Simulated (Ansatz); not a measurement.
Three curves of one kind of scan: energy against volume (even scaling of the relaxed cell, symmetry kept). The numbers are results of PBE (plane waves to 420 eV, PAW, scalar-relativistic; Ansatz, a first-principles code), not measurements. Each is measured from its own zero (the relaxed starting cell). 

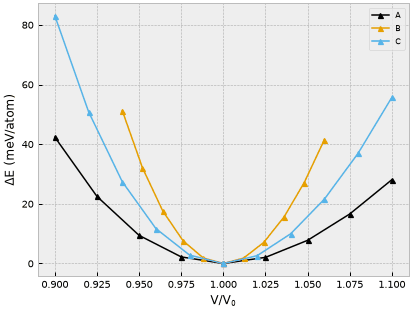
Fig. 1. Curves A, B and C.

```tsv
V/V₀	ΔE (meV/atom)
0.940	51
0.964	18
0.988	2
1.012	2
1.036	16
1.060	42
```

Question: Which curve does this table belong to?

Answer: Curve B, which is Mo (bcc, W type). The others: A is CuI (zinc blende); C is Ni (fcc, Cu type).

All were relaxed with their symmetry unable to fall. CuI is run without spin polarisation. Mo is run without spin polarisation. Relaxed Ni ends ferromagnetic. Spin-orbit coupling is left out. The magnetic order is the one the run started from; other orders were not tried. (This holds for the magnetic or f-shell members.)

(Under strain, the slope of the energy per volume gives the stress and its curvature an elastic modulus.)
